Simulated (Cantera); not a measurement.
Feed: 1 mol V, a varied amount of H2O, 0.066 mol O2, equilibrated at 1600 K and 2.40 bar.

These are equilibrium values from Cantera (NASA tables, ideal gas, pure condensed phases), not measurements of a reactor. Candidate condensed phases: H2O, V, VO, V2O3, V2O4, V2O5; 12 gas species. Mutual solubility and eutectic melting of coexisting phases are not modelled. VO: taken at fixed stoichiometry. Condensed phases not in the tables: the oxides between V2O3 and V2O5 other than VO2. Kinetics and transport are ignored.

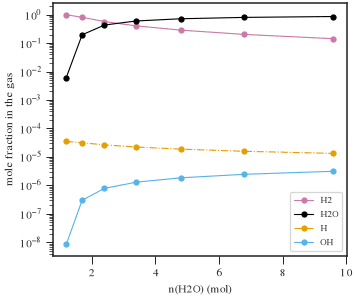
*Equilibrium gas composition (values under 1e-9 drawn at 1e-9)*

At 1.2 mol H2O the condensed part is VO(s) + V2O3(s). From 1.7 mol H2O to 9.6 mol H2O the condensed part is V2O3(s).
